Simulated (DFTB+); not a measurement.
## Si2H6O: geometry relaxation (part 1 of 4)

Si2H6O, computed with GFN1-xTB, R-SCC, dispersion built in (DFTB+ 25.1).

The geometry comes from this level: GFN2-xTB.

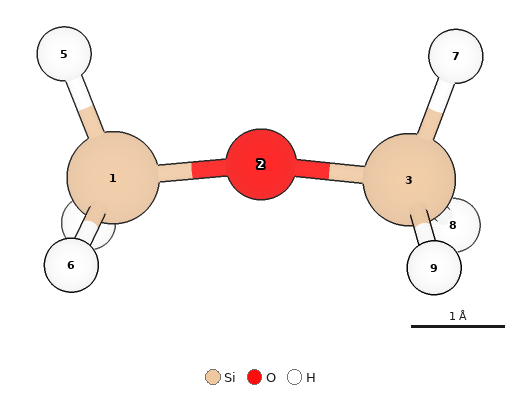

Figure 1. The input geometry (ball-and-stick view, seen at a tilt; atoms are numbered from 1 in the order of the input).

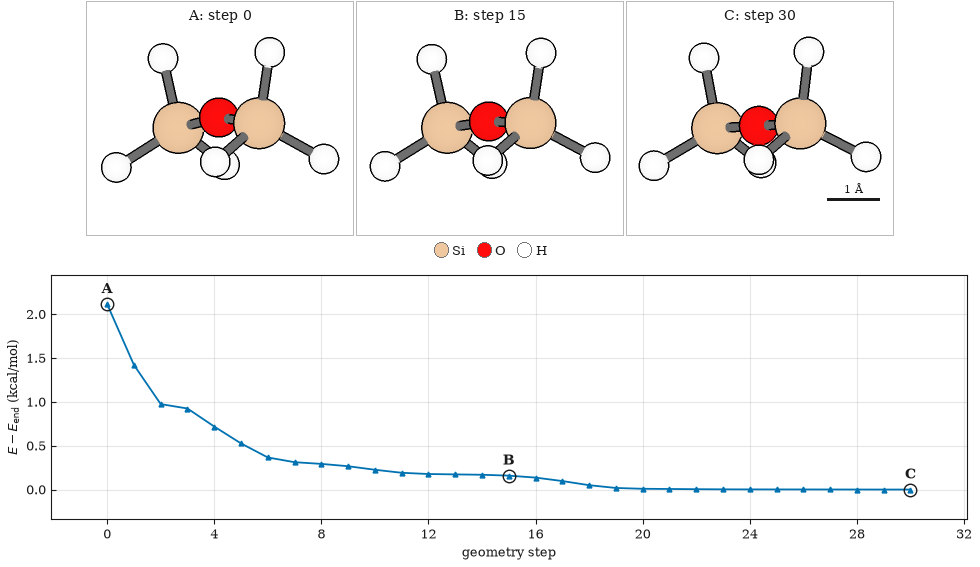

Figure 2. Frames of the relaxation (ball-and-stick view, seen at a tilt) above the curves, on which the letters mark them (steps are counted from 0).

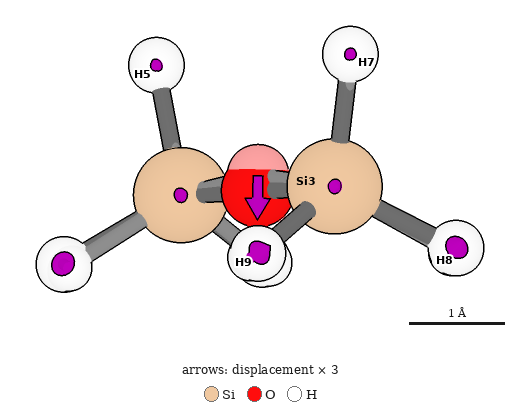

Figure 3. Start (faint) and end (solid) with the displacements as pink arrows, magnified 3 times (ball-and-stick view, seen at a tilt). The two geometries are laid on each other by the best rigid fit. The energy falls by 2.11 kcal/mol in 30 geometry steps. The largest move after the best rigid fit is that of O2, 0.16 Å. By element the largest moves are O 0.16 Å, H 0.13 Å, Si 0.05 Å. Among the contacts that change: O2–Si3 1.617 → 1.657 Å, Si1–H4 1.462 → 1.448 Å. Among the angles that change: Si1–O2–Si3 168.9° → 179.9°, O2–Si1–H5 105.4° → 107.5°. (Atoms are counted from 1 in the order of the input.)

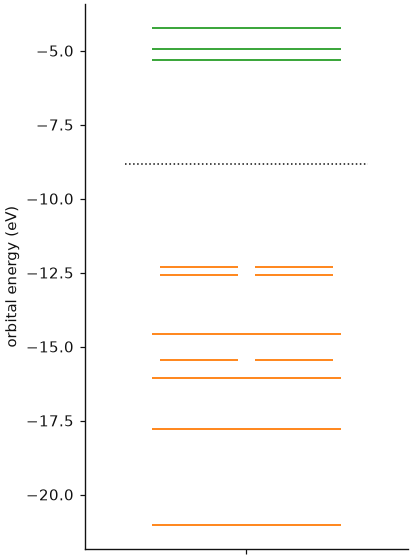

Figure 4. Orbital energies near the frontier; the dotted line parts filled from empty levels, and levels within 0.02 eV of each other stand side by side. Highest filled −12.31 eV, lowest empty −5.32 eV, 6.99 eV apart.

These pictures come from the run below.

**Input file (dftb_in.hsd)**
```
Geometry = xyzFormat {
  <<< "input.xyz"
}
Driver = GeometryOptimisation {
  Optimiser = Rational {}
  MaxSteps = 200
  Convergence {
    GradElem = 0.0001
  }
  AppendGeometries = Yes
}
Hamiltonian = xTB {
  Method = "GFN1-xTB"
  SCCTolerance = 1e-08
}
Analysis {
  PrintForces = Yes
}
Options {
  WriteResultsTag = Yes
}
ParserOptions {
  ParserVersion = 14
}
```

**File input.xyz**
```
9

Si    -0.757360     1.074920    -0.927820
O      0.137800     0.026990    -0.081690
Si     0.768010    -1.073390     0.921960
H     -1.798780     0.307000    -1.608390
H      0.167450     1.707160    -1.863710
H     -1.326600     2.031660     0.019660
H      2.187840    -1.134110     0.583840
H      0.080420    -2.338380     0.669400
H      0.541220    -0.601850     2.286750
```

Command:
```bash
dftb+ > run.log
```

**The program's output**
```
|  DFTB+ development version (commit: a23bfb2)

Reading input file 'dftb_in.hsd'
Parser version: 14

--------------------------------------------------------------------------------

Processed input in HSD format written to 'dftb_pin.hsd'

Starting initialization...
--------------------------------------------------------------------------------
OpenMP threads:              1
Chosen random seed:          18437394
Current stacksize:           unlimited
Mode:                        Geometry optimisation relaxation
Self consistent charges:     Yes
SCC-tolerance:                 0.100000E-07
Max. scc iterations:                    100
Shell resolved Hubbard:      Yes
Spin polarisation:           No
Nr. of up electrons:            10.000000
Nr. of down electrons:          10.000000
Periodic boundaries:         No
Electronic solver:           Relatively robust
Mixer:                       Broyden mixer
Mixing parameter:                  0.200000
Nr. of chrg. vec. in memory:            100
Max. SCC-cycles:                        100
Max. nr. of geometry steps:             200
tblite library version:      0.3.0
-> parametrization:          GFN1-xTB
-> repulsion:                Yes
-> dispersion:               Yes
-> halogen bonding:          Yes
-> electrostatics:           Yes
   -> isotropic:             Yes
   -> anisotropic:           No
   -> third-order:           Yes
Electronic temperature:              0.950045E-03 H      0.258520E-01 eV
Initial charges:             Set automatically (system chrg:   0.000E+00)
Included shells:            Si:  s, p, d
                             O:  s, p
                             H:  s, s2
Extra options:
                             Mulliken analysis
                             Force calculation
Force type                   original

--------------------------------------------------------------------------------

***  Geometry step: 0

 iSCC Total electronic   Diff electronic      SCC error
    1   -0.11782006E+02    0.00000000E+00    0.11470774E+01
    2   -0.11865756E+02   -0.11782006E+02    0.73283837E+00
    3   -0.11864840E+02   -0.83749920E-01    0.36593833E+00
    4   -0.11887286E+02    0.91583545E-03    0.38599602E+00
    5   -0.11907063E+02   -0.22445994E-01    0.42060718E-01
    6   -0.11907183E+02   -0.19777032E-01    0.41663704E-01
    7   -0.11907727E+02   -0.12018717E-03    0.16348326E-01
    8   -0.11907838E+02   -0.54404478E-03    0.38979980E-02
    9   -0.11907842E+02   -0.11088565E-03    0.20303313E-02
   10   -0.11907843E+02   -0.38892855E-05    0.72937389E-03
   11   -0.11907843E+02   -0.11606554E-05    0.54501588E-04
   12   -0.11907843E+02   -0.17595271E-06    0.39975397E-05
   13   -0.11907843E+02   -0.10055476E-08    0.17343301E-06
   14   -0.11907843E+02   -0.48707705E-11    0.91393066E-08

Total Energy:                      -11.8205993300 H         -321.6549 eV
Extrapolated to 0K:                -11.8205993300 H         -321.6549 eV
Total Mermin free energy:          -11.8205993300 H         -321.6549 eV
Force related energy:              -11.8205993300 H         -321.6549 eV

total energy  -1.1820599E+01 H       energy change -1.1820599E+01 H
gradient norm  3.7285847E-02 H/a0    max. gradient  1.6637297E-02 H/a0
step length    0.0000000E+00 a0      max. step      0.0000000E+00 a0

--------------------------------------------------------------------------------

***  Geometry step: 1

 iSCC Total electronic   Diff electronic      SCC error
    1   -0.11908029E+02    0.00000000E+00    0.10237568E-01
    2   -0.11908049E+02   -0.18597136E-03    0.42680224E-02
    3   -0.11908054E+02   -0.19939228E-04    0.15839286E-02
    4   -0.11908054E+02   -0.48427152E-05    0.49076891E-03
    5   -0.11908054E+02   -0.17107317E-06    0.85216893E-04
    6   -0.11908054E+02   -0.23999357E-07    0.60257254E-04
    7   -0.11908054E+02   -0.25020164E-09    0.32102946E-05
    8   -0.11908054E+02   -0.77116979E-10    0.11237453E-06
    9   -0.11908054E+02   -0.15933921E-11    0.23365295E-07
   10   -0.11908054E+02   -0.35527137E-14    0.82458185E-08

Total Energy:                      -11.8217042489 H         -321.6849 eV
Extrapolated to 0K:                -11.8217042489 H         -321.6849 eV
Total Mermin free energy:          -11.8217042489 H         -321.6849 eV
Force related energy:              -11.8217042489 H         -321.6849 eV

total energy  -1.1821704E+01 H       energy change -1.1049189E-03 H
gradient norm  2.2474403E-02 H/a0    max. gradient  9.7794815E-03 H/a0
step length    3.7234155E-02 a0      max. step      1.6614231E-02 a0

--------------------------------------------------------------------------------

***  Geometry step: 2

 iSCC Total electronic   Diff electronic      SCC error
    1   -0.11908129E+02    0.00000000E+00    0.15175618E-01
    2   -0.11908173E+02   -0.74182837E-04    0.62785130E-02
    3   -0.11908183E+02   -0.44024736E-04    0.23068331E-02
    4   -0.11908183E+02   -0.10417271E-04    0.68956653E-03
    5   -0.11908183E+02   -0.38423836E-06    0.11777950E-03
    6   -0.11908183E+02   -0.44752852E-07    0.85239208E-04
    7   -0.11908183E+02   -0.10198065E-08    0.48659562E-05
    8   -0.11908183E+02   -0.15345947E-09    0.40991238E-06
    9   -0.11908183E+02   -0.37658765E-11    0.12758723E-07
   10   -0.11908183E+02   -0.40856207E-13    0.54192346E-08

Total Energy:                      -11.8224155301 H         -321.7043 eV
Extrapolated to 0K:                -11.8224155301 H         -321.7043 eV
Total Mermin free energy:          -11.8224155301 H         -321.7043 eV
Force related energy:              -11.8224155301 H         -321.7043 eV

total energy  -1.1822416E+01 H       energy change -7.1128122E-04 H
gradient norm  8.0445908E-03 H/a0    max. gradient  3.4517241E-03 H/a0
step length    5.7271334E-02 a0      max. step      2.4941398E-02 a0

--------------------------------------------------------------------------------

***  Geometry step: 3

 iSCC Total electronic   Diff electronic      SCC error
    1   -0.11908209E+02    0.00000000E+00    0.18502656E-02
    2   -0.11908210E+02   -0.26086836E-04    0.74281085E-03
    3   -0.11908210E+02   -0.68688353E-06    0.27564020E-03
    4   -0.11908210E+02   -0.15676141E-06    0.76496750E-04
    5   -0.11908210E+02   -0.55182774E-08    0.12740474E-04
    6   -0.11908210E+02   -0.55767835E-09    0.37264636E-05
    7   -0.11908210E+02   -0.30393466E-11    0.61589131E-06
    8   -0.11908210E+02   -0.73185902E-12    0.14884700E-07
    9   -0.11908210E+02   -0.65725203E-13    0.88383130E-08

Total Energy:                      -11.8224956096 H         -321.7065 eV
Extrapolated to 0K:                -11.8224956096 H         -321.7065 eV
Total Mermin free energy:          -11.8224956096 H         -321.7065 eV
Force related energy:              -11.8224956096 H         -321.7065 eV

total energy  -1.1822496E+01 H       energy change -8.0079453E-05 H
gradient norm  8.2337125E-03 H/a0    max. gradient  3.3887693E-03 H/a0
step length    1.3490210E-02 a0      max. step      4.5465333E-03 a0

--------------------------------------------------------------------------------

***  Geometry step: 4

 iSCC Total electronic   Diff electronic      SCC error
    1   -0.11908260E+02    0.00000000E+00    0.45333516E-02
    2   -0.11908264E+02   -0.49293392E-04    0.17204398E-02
    3   -0.11908265E+02   -0.45386233E-05    0.61174568E-03
    4   -0.11908265E+02   -0.98827630E-06    0.16298704E-03
    5   -0.11908265E+02   -0.33586621E-07    0.24826619E-04
    6   -0.11908265E+02   -0.22316069E-08    0.14639141E-04
    7   -0.11908265E+02   -0.11183943E-10    0.14694445E-05
    8   -0.11908265E+02   -0.14200197E-10    0.78448546E-07
    9   -0.11908265E+02   -0.44053650E-12    0.49574421E-07
   10   -0.11908265E+02    0.00000000E+00    0.25456264E-07
   11   -0.11908265E+02   -0.17763568E-14    0.14926216E-09

Total Energy:                      -11.8228233886 H         -321.7154 eV
Extrapolated to 0K:                -11.8228233886 H         -321.7154 eV
Total Mermin free energy:          -11.8228233886 H         -321.7154 eV
Force related energy:              -11.8228233886 H         -321.7154 eV

total energy  -1.1822823E+01 H       energy change -3.2777906E-04 H
gradient norm  1.1064885E-02 H/a0    max. gradient  3.9084190E-03 H/a0
step length    6.8482155E-02 a0      max. step      2.6798435E-02 a0

--------------------------------------------------------------------------------

***  Geometry step: 5

 iSCC Total electronic   Diff electronic      SCC error
    1   -0.11908077E+02    0.00000000E+00    0.93126776E-03
    2   -0.11908077E+02    0.18859595E-03    0.58523062E-03
    3   -0.11908077E+02   -0.26626807E-06    0.28911965E-03
    4   -0.11908077E+02   -0.48266180E-07    0.44766384E-04
    5   -0.11908077E+02   -0.78235729E-09    0.15267016E-04
    6   -0.11908077E+02   -0.35876724E-09    0.19903640E-05
    7   -0.11908077E+02   -0.15235813E-10    0.69172772E-06
    8   -0.11908077E+02   -0.82955864E-12    0.10910376E-06
    9   -0.11908077E+02   -0.71054274E-13    0.48422252E-07
   10   -0.11908077E+02   -0.12434498E-13    0.10239551E-08

Total Energy:                      -11.8231302376 H         -321.7237 eV
Extrapolated to 0K:                -11.8231302376 H         -321.7237 eV
Total Mermin free energy:          -11.8231302376 H         -321.7237 eV
Force related energy:              -11.8231302376 H         -321.7237 eV

total energy  -1.1823130E+01 H       energy change -3.0684903E-04 H
gradient norm  1.1674072E-02 H/a0    max. gradient  4.6563602E-03 H/a0
step length    8.1744529E-02 a0      max. step      3.3423486E-02 a0

--------------------------------------------------------------------------------

***  Geometry step: 6

 iSCC Total electronic   Diff electronic      SCC error
    1   -0.11907540E+02    0.00000000E+00    0.38265150E-02
    2   -0.11907542E+02    0.53665249E-03    0.18197839E-02
    3   -0.11907543E+02   -0.20354571E-05    0.76820800E-03
    4   -0.11907543E+02   -0.51010653E-06    0.19241800E-03
    5   -0.11907543E+02   -0.45544764E-07    0.47705340E-04
    6   -0.11907543E+02   -0.63565526E-08    0.22624505E-04
    7   -0.11907543E+02   -0.16408208E-10    0.62927535E-06
    8   -0.11907543E+02   -0.21051605E-10    0.11617118E-06
    9   -0.11907543E+02   -0.39079850E-13    0.27522028E-07
   10   -0.11907543E+02   -0.35527137E-14    0.14210000E-07
   11   -0.11907543E+02   -0.35527137E-14    0.10601584E-08

Total Energy:                      -11.8233851572 H         -321.7307 eV
Extrapolated to 0K:                -11.8233851572 H         -321.7307 eV
Total Mermin free energy:          -11.8233851572 H         -321.7307 eV
Force related energy:              -11.8233851572 H         -321.7307 eV

total energy  -1.1823385E+01 H       energy change -2.5491955E-04 H
gradient norm  7.8991980E-03 H/a0    max. gradient  3.0760742E-03 H/a0
step length    8.4428274E-02 a0      max. step      3.3779146E-02 a0

--------------------------------------------------------------------------------

***  Geometry step: 7

 iSCC Total electronic   Diff electronic      SCC error
    1   -0.11907249E+02    0.00000000E+00    0.43883313E-02
    2   -0.11907252E+02    0.29427081E-03    0.19018810E-02
    3   -0.11907253E+02   -0.32986307E-05    0.77451357E-03
    4   -0.11907253E+02   -0.77979254E-06    0.20487420E-03
    5   -0.11907253E+02   -0.34820166E-07    0.41131737E-04
    6   -0.11907253E+02   -0.55636988E-08    0.23191023E-04
    7   -0.11907253E+02   -0.29842795E-12    0.95881422E-06
    8   -0.11907253E+02   -0.17724489E-10    0.30295009E-07
    9   -0.11907253E+02   -0.12967405E-12    0.43311728E-08

Total Energy:                      -11.8234713493 H         -321.7330 eV
Extrapolated to 0K:                -11.8234713493 H         -321.7330 eV
Total Mermin free energy:          -11.8234713493 H         -321.7330 eV
Force related energy:              -11.8234713493 H         -321.7330 eV

total energy  -1.1823471E+01 H       energy change -8.6192104E-05 H
gradient norm  4.5957789E-03 H/a0    max. gradient  1.6455603E-03 H/a0
step length    3.2440801E-02 a0      max. step      1.0329650E-02 a0

--------------------------------------------------------------------------------

***  Geometry step: 8

 iSCC Total electronic   Diff electronic      SCC error
    1   -0.11907227E+02    0.00000000E+00    0.21011701E-02
    2   -0.11907228E+02    0.25669641E-04    0.88794653E-03
    3   -0.11907228E+02   -0.80043309E-06    0.32722751E-03
    4   -0.11907228E+02   -0.18844032E-06    0.98947208E-04
    5   -0.11907228E+02   -0.70722930E-08    0.17656148E-04
    6   -0.11907228E+02   -0.10313066E-08    0.54088997E-05
    7   -0.11907228E+02   -0.38617998E-11    0.71356700E-06
    8   -0.11907228E+02   -0.17479351E-11    0.64867372E-07
    9   -0.11907228E+02   -0.94146912E-13    0.22951172E-07
   10   -0.11907228E+02   -0.71054274E-14    0.23492799E-08

Total Energy:                      -11.8235020201 H         -321.7339 eV
Extrapolated to 0K:                -11.8235020201 H         -321.7339 eV
Total Mermin free energy:          -11.8235020201 H         -321.7339 eV
Force related energy:              -11.8235020201 H         -321.7339 eV

total energy  -1.1823502E+01 H       energy change -3.0670801E-05 H
gradient norm  4.2713803E-03 H/a0    max. gradient  1.5022308E-03 H/a0
step length    1.0500194E-02 a0      max. step      3.7571609E-03 a0

--------------------------------------------------------------------------------

***  Geometry step: 9

 iSCC Total electronic   Diff electronic      SCC error
    1   -0.11907241E+02    0.00000000E+00    0.18727177E-02
    2   -0.11907242E+02   -0.13433202E-04    0.81055780E-03
    3   -0.11907242E+02   -0.61091281E-06    0.27305202E-03
    4   -0.11907242E+02   -0.14886409E-06    0.93300130E-04
    5   -0.11907242E+02   -0.59212812E-08    0.15675973E-04
    6   -0.11907242E+02   -0.85513641E-09    0.39698365E-05
    7   -0.11907242E+02   -0.89457330E-11    0.10037401E-05
    8   -0.11907242E+02   -0.10533796E-11    0.63575449E-07
    9   -0.11907242E+02   -0.21138646E-12    0.33925131E-07
   10   -0.11907242E+02   -0.53290705E-14    0.13484431E-08

Total Energy:                      -11.8235444821 H         -321.7350 eV
Extrapolated to 0K:                -11.8235444821 H         -321.7350 eV
Total Mermin free energy:          -11.8235444821 H         -321.7350 eV
Force related energy:              -11.8235444821 H         -321.7350 eV

total energy  -1.1823544E+01 H       energy change -4.2462029E-05 H
gradient norm  4.8409924E-03 H/a0    max. gradient  1.7566991E-03 H/a0
step length    1.6899330E-02 a0      max. step      6.5499639E-03 a0
```
